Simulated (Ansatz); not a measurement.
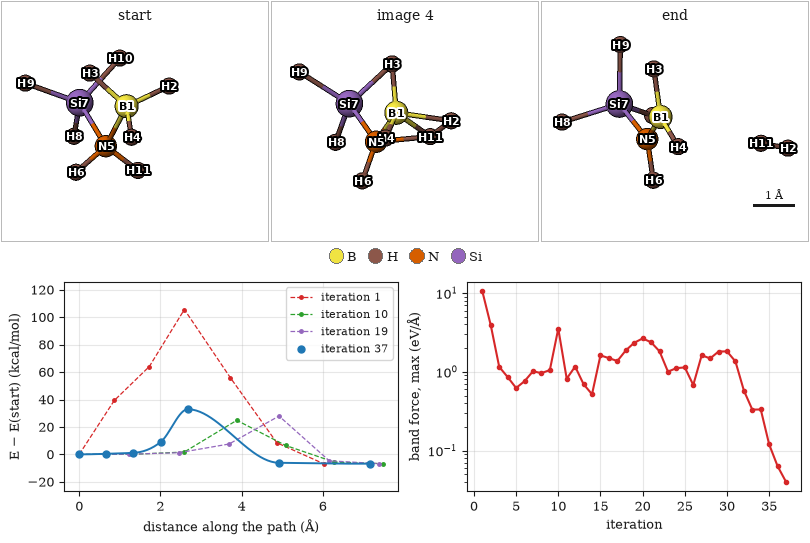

NEB run on BSiNH₈. Images are numbered from 0 (start) to 6 (end). The plot follows the band through its iterations. The picture is a ball-and-stick view, seen from a free direction.

These are results of RKS BLYP-D4/6-31G* in Ansatz 0.2.0, not measurements. Run with 5 movable images; climbing image; force threshold 0.05 eV/Å; iteration limit 60; starting path through a guess of the saddle point.

> Judge this run.

The result is final at these settings. The band converged in 37 iterations. The largest component of the band force went from 11 to 0.04 eV/Å. The climbing image converged on the top of the path. Its vibrational analysis gives one imaginary mode (1340i cm⁻¹), as a transition state must have. The first iteration put the highest image at 105.6 kcal/mol. The energy climbs by 32.9 kcal/mol to image 4 and then falls by 39.7 kcal/mol, so the end point sits at −6.8 kcal/mol.

Cost: 7.2 min on 1 thread of Intel(R) Xeon(R) Platinum 8259CL CPU @ 2.50GHz (Skylake/Cascade Lake) (shared host), peak memory 0.14 GiB.
